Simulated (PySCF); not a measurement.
## Electronic structure of C₅H₁₂F₂Si in real space

```xyz
20

C    -1.8982    0.7080    1.2969
C    -0.7373    0.8531    0.3196
C    -0.1478   -0.4869   -0.1315
C    -1.1273   -1.2622   -1.0110
C     1.1657   -0.2676   -0.8983
Si    2.5917    0.4209    0.1313
F     3.9807   -0.0303   -0.5282
F     2.6437   -0.3276    1.5463
H    -2.7415    0.1993    0.8377
H    -2.2356    1.6883    1.6260
H    -1.5873    0.1409    2.1714
H     0.0501    1.4330    0.8073
H    -1.0659    1.4147   -0.5583
H     0.0661   -1.0854    0.7603
H    -1.3687   -0.6906   -1.9055
H    -2.0490   -1.4731   -0.4762
H    -0.6949   -2.2123   -1.3174
H     1.4862   -1.2276   -1.3154
H     0.9639    0.3797   -1.7549
H     2.7002    1.8362    0.3970
```

Geometry: GFN2-xTB.

All numbers below come from PBE0/pcSseg-1, SCF density, gas phase, non-relativistic in PySCF 2.14.0.

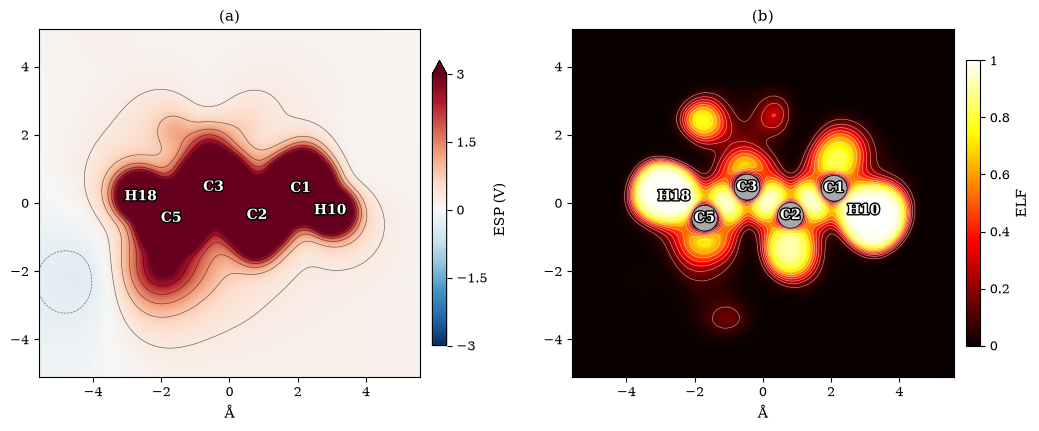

Figure 1. (a) electrostatic potential; (b) electron localisation function on the plane of atoms C3, C5 and H18. Grey discs cover the atomic cores in the ELF map.

Q: Describe what can be read from this map.

A: Atoms in the plane: C and H.
C–C (1.52 Å): the ELF peaks at about 0.95 between the atoms, as expected for a covalent bond.
C–H (1.09 Å): the ELF climbs to about 1 towards the hydrogen, as it does in any bond to H; an ordinary covalent bond to hydrogen.
Outside the dense part of the molecule the potential is most negative (−0.4 V) near F7, which lies off the plane.

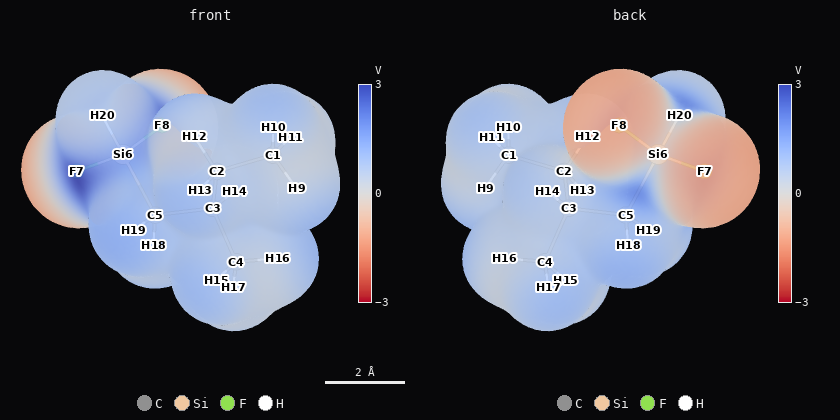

Figure 2. The electrostatic potential painted on the density surface at 0.004 e/bohr³, seen from the front and from behind; the colour scale runs from red (negative) to blue (positive).

Q: Where is the surface potential most negative and most positive?

A: The most negative region (about −1.2 V) lies over F7 and F8, the most positive (about +2.5 V) over Si6.
